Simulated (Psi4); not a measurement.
# C2HF (SMILES C#CF): M06-2X/cc-pVTZ

What is the vertical ionisation energy of C2HF at M06-2X/cc-pVTZ? 

The calculation is run with Psi4 1.11.

1 further run of the same task is left out (it didn't finish).

### Step 1. The structure to begin with

The species is C2HF (4 atoms), meant as a singlet with charge 0. SMILES: `C#CF`. Geometry: relaxed at PBE0-D4/def2-TZVP.

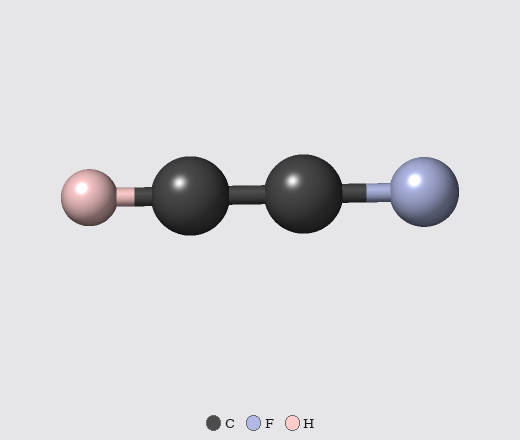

Viewed from a chosen angle; carbon dark grey, fluorine light blue, hydrogen pink.

### Step 2. A single-point energy at M06-2X/cc-pVTZ

File c2hf.in:

```
memory 2200 mb

molecule {
  C     -0.361030     0.453110    -0.290220
  C      0.303270    -0.380840     0.243810
  F      1.010600    -1.269010     0.812300
  H     -0.952830     1.196740    -0.765890
  symmetry c1
}

set puream true
set e_convergence 1e-09
set d_convergence 1e-08
set scf_type pk
set dft_radial_points 99
set dft_spherical_points 590

e_tot, wfn = energy('m06-2x/cc-pVTZ', return_wfn=True)
oeprop(wfn, 'QUADRUPOLE', 'MAYER_INDICES', 'MULLIKEN_CHARGES', title='M06-2X')
print_variables()
```

Command:

```bash
$ psi4 -n 1 c2hf.in c2hf.out
```

c2hf.out:

```text
[...]
  Running in c1 symmetry.
[...]
  Nuclear repulsion =   55.832094169203366
[...]
  Multiplicity = 1
[...]
  Nalpha       = 11
  Nbeta        = 11
[...]
    Number of basis functions: 104
[...]
   @RKS iter   1:  -176.40469174202272   -3.83744e-01   5.57721e-03 ADIIS/DIIS
[...]
   @RKS iter  10:  -176.55059043212825   -1.40972e-11   6.25515e-09 DIIS
[...]
    Orbital Energies [Eh]
    ---------------------
    Doubly Occupied:
       1A    -25.327021     2A    -10.637163     3A    -10.551902
       4A     -1.452533     5A     -0.872521     6A     -0.732362
       7A     -0.629728     8A     -0.629728     9A     -0.604840
      10A     -0.355785    11A     -0.355785
[...]
  @RKS Final Energy:  -176.55059043212825
   => Energetics <=
    Nuclear Repulsion Energy =             55.8320941692033657
    One-Electron Energy =                -351.9000573818311750
    Two-Electron Energy =                 129.8882184988894437
    DFT Exchange-Correlation Energy =     -10.3708457183898499
    Empirical Dispersion Energy =           0.0000000000000000
    VV10 Nonlocal Energy =                  0.0000000000000000
    Total Energy =                       -176.5505904321282458
[...]
 Multipole Moments:
 ------------------------------------------------------------------------------------
     Multipole            Electronic (a.u.)      Nuclear  (a.u.)        Total (a.u.)
 ------------------------------------------------------------------------------------
 L = 1.  Multiply by 2.5417464519 to convert [e a0] to [Debye]
 Dipole X            :          1.7000283           -1.8442565           -0.1442282
 Dipole Y            :         -2.1347391            2.3160865            0.1813474
 Dipole Z            :          1.3664882           -1.4823992           -0.1159110
 Magnitude           :                                                    0.2590830
 L = 2.  Multiply by 1.3450342976 to convert [e a0^2] to [Debye ang]
 Quadrupole XX       :        -42.7724390           31.1191725          -11.6532665
 Quadrupole XY       :         37.8317835          -39.0739901           -1.2422066
[...]
  Mulliken Charges: (a.u.)
   Center  Symbol    Alpha    Beta     Spin     Total
       1     C     3.10952  3.10952  0.00000 -0.21904
       2     C     2.94078  2.94078  0.00000  0.11843
       3     F     4.53934  4.53934  0.00000 -0.07868
       4     H     0.41036  0.41036  0.00000  0.17929
   Total alpha = 11.00000, Total beta = 11.00000, Total charge =  0.00000
  Mayer Bond Indices:
[...]
```

It took 46 s on 1 thread of Intel Xeon at 2.50GHz (Skylake/Cascade Lake), shared host; peak memory 0.94 GiB.

### Step 3. The doublet cation, same level

File job.dat:

```
memory 2.2 GB

molecule system {
  1 2
  C     -0.361030     0.453110    -0.290220
  C      0.303270    -0.380840     0.243810
  F      1.010600    -1.269010     0.812300
  H     -0.952830     1.196740    -0.765890
  symmetry c1
}

set {
  basis                cc-pVTZ
  reference            uks
  puream               true
  e_convergence        1e-09
  d_convergence        1e-08
  scf_type             pk
  dft_radial_points    99
  dft_spherical_points 590
  maxiter              100
}

E, wfn = energy('m06-2x', return_wfn=True)
oeprop(wfn, 'MAYER_INDICES', 'LOWDIN_CHARGES', 'DIPOLE', title='M06-2X')
```

Command:

```bash
$ psi4 job.dat job.out -n 1
```

job.out:

```text
[...]
  Running in c1 symmetry.
[...]
  Nuclear repulsion =   55.832094169203366
[...]
  Multiplicity = 2
[...]
  Nalpha       = 11
  Nbeta        = 10
[...]
    Number of basis functions: 104
[...]
   @UKS iter   1:  -176.05589356249550   -3.49463e-02   3.90194e-03 DIIS/ADIIS
[...]
   @UKS iter  14:  -176.13223913654929   -4.80327e-12   5.90945e-09 DIIS
[...]
   @S^2 Observed:                7.526974350E-01
[...]
    Orbital Energies [Eh]
    ---------------------
    Alpha Occupied:
       1A    -25.648837     2A    -11.020683     3A    -10.938728
       4A     -1.761132     5A     -1.260270     6A     -1.040774
       7A     -0.943555     8A     -0.937414     9A     -0.931391
      10A     -0.730145    11A     -0.706230
    Alpha Virtual:
      12A     -0.238791    13A     -0.219585    14A     -0.188880
      15A     -0.111940    16A     -0.023860    17A      0.066373
      18A      0.066599    19A      0.078740    20A      0.160255
      21A      0.162092    22A      0.216516    23A      0.285811
      24A      0.289650    25A      0.290734    26A      0.435677
[...]
  @UKS Final Energy:  -176.13223913654929
   => Energetics <=
    Nuclear Repulsion Energy =             55.8320941692033657
    One-Electron Energy =                -344.5458012786082804
    Two-Electron Energy =                 122.7672168504132912
    DFT Exchange-Correlation Energy =     -10.1857488775576392
    Empirical Dispersion Energy =           0.0000000000000000
    VV10 Nonlocal Energy =                  0.0000000000000000
    Total Energy =                       -176.1322391365492877
[...]
 Multipole Moments:
 ------------------------------------------------------------------------------------
     Multipole            Electronic (a.u.)      Nuclear  (a.u.)        Total (a.u.)
 ------------------------------------------------------------------------------------
 L = 1.  Multiply by 2.5417464519 to convert [e a0] to [Debye]
 Dipole X            :          0.9638648           -1.8442565           -0.8803917
 Dipole Y            :         -1.2105456            2.3160865            1.1055409
 Dipole Z            :          0.7748005           -1.4823992           -0.7075986
 Magnitude           :                                                    1.5805081
[...]
```

Run time: 87 s. Hardware: 1 thread of Intel Xeon at 2.50GHz (Skylake/Cascade Lake), shared host; peak memory 0.94 GiB.

### Step 4. Results

Level: M06-2X/cc-pVTZ.

```
                                          quantity          value
                        singlet C2HF: total energy  -176.55059 Eh
                       singlet C2HF: dipole moment         0.66 D
                         singlet C2HF: HOMO energy       -9.68 eV
                         singlet C2HF: LUMO energy        2.20 eV
                       singlet C2HF: HOMO–LUMO gap       11.88 eV
                      doublet cation: total energy  -176.13224 Eh
doublet cation: HOMO energy (highest over α and β)      -18.65 eV
 doublet cation: LUMO energy (lowest over α and β)      -12.87 eV
                              doublet cation: ⟨S²⟩          0.753
vertical ionisation energy (to the doublet cation)      11.384 eV
```

What this shows: Removing an electron at fixed nuclei costs 11.38 eV (263 kcal/mol). −ε(HOMO) before ionisation, 9.68 eV, is 1.70 eV below this ionisation energy.
